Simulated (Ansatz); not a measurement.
# Al$_{8}$As$_{8}$H$_{22}$: what the fields show

```yaml
atoms:
  - { symbol: Al, position_ang: [0.5341, -4.5082, -1.4634] }
  - { symbol: As, position_ang: [0.5093, -4.2303, 1.0805] }
  - { symbol: As, position_ang: [0.5431, -2.0388, -1.9612] }
  - { symbol: Al, position_ang: [-1.5580, -0.8974, -1.2815] }
  - { symbol: Al, position_ang: [0.5355, -2.0117, 2.2517] }
  - { symbol: As, position_ang: [-1.3780, -0.7962, 1.2226] }
  - { symbol: As, position_ang: [-1.4944, 1.4936, -1.9586] }
  - { symbol: Al, position_ang: [-3.6340, 2.7252, -1.4574] }
  - { symbol: Al, position_ang: [-1.4719, 1.4676, 2.2543] }
  - { symbol: As, position_ang: [-3.4085, 2.5535, 1.0859] }
  - { symbol: Al, position_ang: [2.6586, -1.0026, -1.1959] }
  - { symbol: As, position_ang: [2.4509, -0.7806, 1.2736] }
  - { symbol: As, position_ang: [2.3896, 1.3798, -1.9606] }
  - { symbol: Al, position_ang: [0.4625, 2.8049, -1.1933] }
  - { symbol: Al, position_ang: [2.7546, 1.5880, 2.1116] }
  - { symbol: As, position_ang: [0.5515, 2.5113, 1.2760] }
  - { symbol: H, position_ang: [-0.8726, -5.1620, -1.8595] }
  - { symbol: H, position_ang: [1.9625, -5.1394, -1.8210] }
  - { symbol: H, position_ang: [-0.6572, -5.0106, 1.6771] }
  - { symbol: H, position_ang: [1.6279, -5.0574, 1.7049] }
  - { symbol: H, position_ang: [0.5807, -1.9181, -3.4841] }
  - { symbol: H, position_ang: [-2.8825, -1.6608, -1.7452] }
  - { symbol: H, position_ang: [0.4937, -2.1297, 3.8431] }
  - { symbol: H, position_ang: [-2.6219, -1.5141, 1.7397] }
  - { symbol: H, position_ang: [-1.3722, 1.4673, -3.4816] }
  - { symbol: H, position_ang: [-4.9064, 1.8405, -1.8594] }
  - { symbol: H, position_ang: [-3.4602, 4.2788, -1.8075] }
  - { symbol: H, position_ang: [-1.5936, 1.4890, 3.8458] }
  - { symbol: H, position_ang: [-4.6656, 1.9254, 1.6783] }
  - { symbol: H, position_ang: [-3.5721, 3.9323, 1.7164] }
  - { symbol: H, position_ang: [4.0121, -1.6627, -1.7262] }
  - { symbol: H, position_ang: [3.6742, -1.5396, 1.7825] }
  - { symbol: H, position_ang: [2.3565, 1.3620, -3.4869] }
  - { symbol: H, position_ang: [3.7014, 2.1361, -1.7857] }
  - { symbol: H, position_ang: [0.5690, 4.3075, -1.7221] }
  - { symbol: H, position_ang: [2.7679, 1.5944, 3.7124] }
  - { symbol: H, position_ang: [3.9068, 2.2534, 1.2082] }
  - { symbol: H, position_ang: [0.5068, 3.9496, 1.7866] }
```

Geometry: PBE-D4/def2-SVP.

All numbers below come from RKS PBE0-D4/def2-SVP (Ansatz 0.2.0).

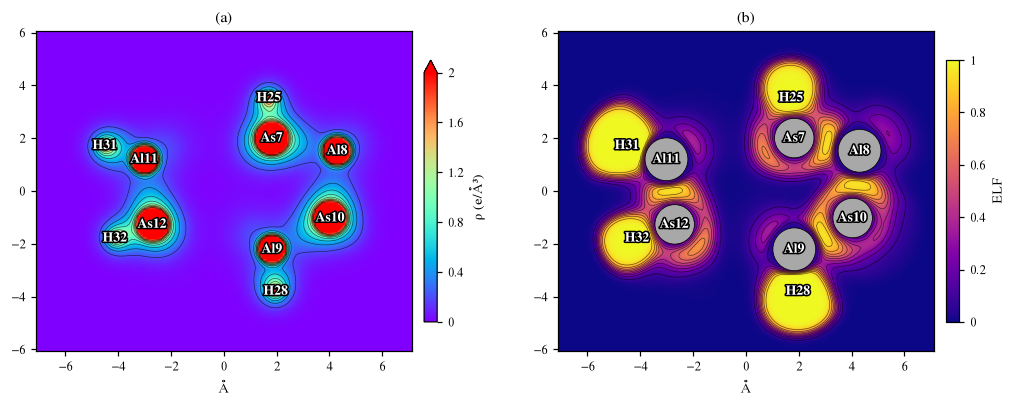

Figure 1. (a) electron density; (b) electron localisation function on the plane of atoms Al8, As7 and H25. Grey discs cover the atomic cores in the ELF map.

> Describe what can be read from this map.

- The plane passes through As, Al and H nuclei.
- Al–As (2.49 Å): ρ is about 0.48 e/Å³ halfway; the ELF peaks at about 0.95 between the atoms; a covalent bond.
- As–H (1.53 Å): ρ at the midpoint is about 1.1 e/Å³; the ELF climbs to about 1 towards the hydrogen, as it does in any bond to H.
- Al–As (2.52 Å): ρ is about 0.45 e/Å³ halfway; the ELF peaks at about 0.95 between the atoms; a covalent bond.
- Al–As (2.56 Å): ρ at the midpoint is about 0.42 e/Å³; the ELF peaks at about 0.95 between the atoms, as expected for localised, covalent bonding.
- Al–H (1.60 Å): the density is about 0.52 e/Å³ at the midpoint; the ELF climbs to about 1 towards the hydrogen.

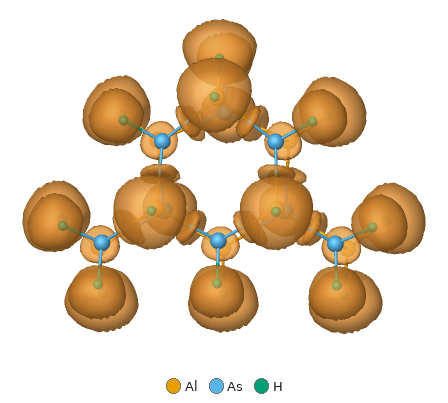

Figure 2. Isosurface of the ELF at 0.85 (orange), seen across its widest extent. Core shells and regions of very low density are left out.

> What do the ELF domains correspond to?

The ELF exceeds this value in 21 regions between bonded Al–As atoms (shared pairs) and 22 regions around hydrogen nuclei.


Al–As (2.48 Å): the ELF peaks at about 0.95 between the atoms: a shared electron pair. As–H (1.52 Å): the ELF climbs to about 1 towards the hydrogen.

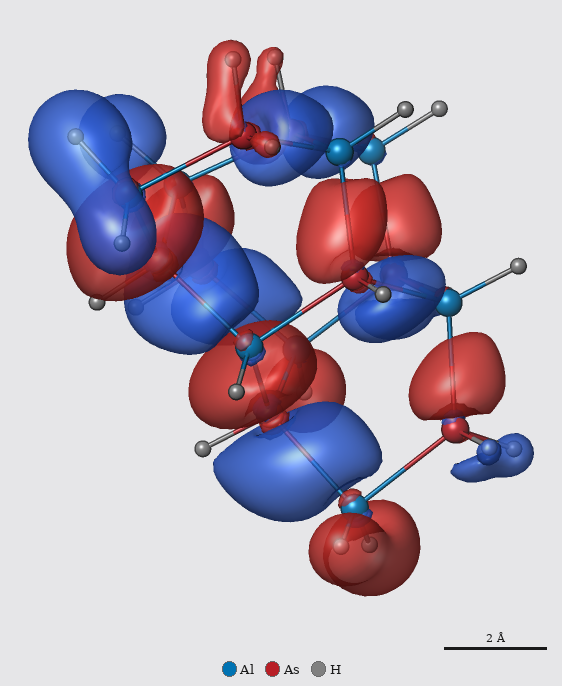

Figure 3. One frontier orbital at ±0.05 Å⁻³ᐟ² (red and blue are the two phases), seen at an oblique angle.

> Which orbital is it: HOMO or LUMO?

The HOMO, at −7.21 eV. Its weight (Hirshfeld) is mainly on As3 (about 15 %), As7 (about 15 %), Al8 (about 5 %), Al1 (about 5 %) and As13 (about 5 %).
